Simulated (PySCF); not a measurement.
System: C₅H₃F₄N, SMILES C=C(C#N)[C@H](F)C(F)(F)F.

Vertical TDDFT excitations, CAM-B3LYP/def2-SVPD in PySCF, at a GFN2-xTB geometry (no frequency check), gas phase.

**Predict the low-lying singlet excitations and the spectrum.**

The lowest singlet lies at 6.36 eV (195 nm, f = 0.272); the brightest of the first 8 is S1 at 6.36 eV (195 nm), f = 0.272, mainly HOMO → LUMO (90 %). No singlet lies below 3.1 eV (beyond 400 nm), so at this level no vertical transition falls in the visible.


| state | E (eV) | λ (nm) | f | main character |
| --- | --- | --- | --- | --- |
| S1 | 6.36 | 195 | 0.272 | HOMO → LUMO (90 %) |
| S2 | 6.57 | 189 | 0.006 | HOMO−1 → LUMO (88 %) |
| S3 | 7.24 | 171 | 0.003 | HOMO → LUMO+2 (42 %) |
| S4 | 7.68 | 161 | 0.012 | HOMO−2 → LUMO (76 %) |
| S5 | 7.96 | 156 | 0.070 | HOMO−3 → LUMO (64 %) |
| S6 | 8.16 | 152 | 0.018 | HOMO → LUMO+1 (57 %) |
| S7 | 8.23 | 151 | 0.004 | HOMO−4 → LUMO (58 %) |
| S8 | 8.74 | 142 | 0.066 | HOMO−5 → LUMO (53 %) |

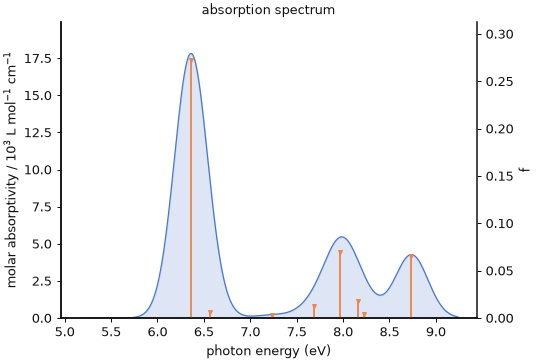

The lowest 8 singlet states are shown; each is broadened by a Gaussian of 1/e half-width 0.25 eV. Sticks give oscillator strengths (right axis).

Known limits of this run: the tight-binding geometry is rougher than a DFT one and adds to the error; one conformer of a flexible molecule; core orbitals are frozen in the response.
